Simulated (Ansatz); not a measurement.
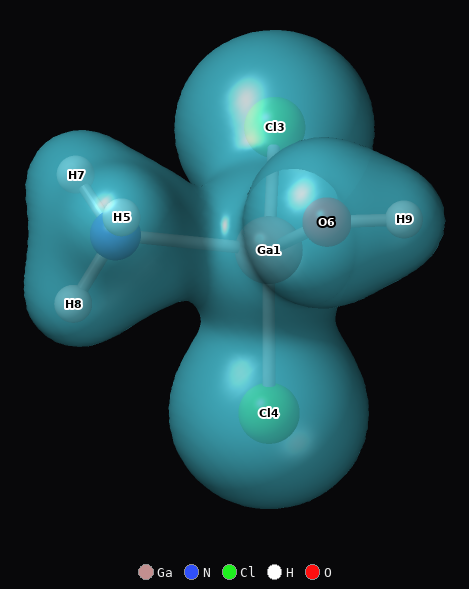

Cl2GaH4NO. Isosurface of the electron density at 0.2 e/Å³ (cyan), seen from one side.

Computed with RKS PBE/def2-SVP (Ansatz).

Input file:

```
crystal:
  periodic: [false, false, false]
  atoms:
    - { symbol: Ga, position_ang: [-1.13283, -0.70594, -0.321649] }
    - { symbol: "N", position_ang: [1.390902, 1.25017, 0.084043] }
    - { symbol: Cl, position_ang: [-0.357996, -2.090467, -1.779918] }
    - { symbol: Cl, position_ang: [-2.619146, 0.748579, -0.839929] }
    - { symbol: H, position_ang: [0.949049, 0.670174, 0.806999] }
    - { symbol: O, position_ang: [-0.629266, -0.831164, 1.454297] }
    - { symbol: H, position_ang: [1.751641, 0.657272, -0.673761] }
    - { symbol: H, position_ang: [0.713415, 1.924172, -0.292531] }
    - { symbol: H, position_ang: [-0.065669, -1.622795, 1.562349] }
basis:
  gaussian: { orbitals: def2-SVP }
hamiltonian:
  xc: pbe
relax:
  f_tol: 0.03
  max_steps: 50
output:
  orbitals: {}
```

Command:

```sh
ansatz run input.yaml --threads 2 --pin off --max-ram 3072MiB --backend cpu --events-out ev --progress --plain --runs-dir out
```

The fields are those of the run's last geometry, not of the input's.

**How is the density connected at this value?**

At this value the surface is in one piece. It bridges the sampled Ga–O (1.82 Å), Ga–N (2.08 Å), Ga–Cl (2.19 Å) and O–H (0.97 Å) contacts, where the density stays above the isovalue. On the grid the lowest density along these lines, outside the cores, is 0.81 e/Å³ (Ga–O, 1.82 Å), 0.51 e/Å³ (Ga–N, 2.08 Å), 0.57 e/Å³ (Ga–Cl, 2.19 Å) and 2.3 e/Å³ (O–H, 0.97 Å).
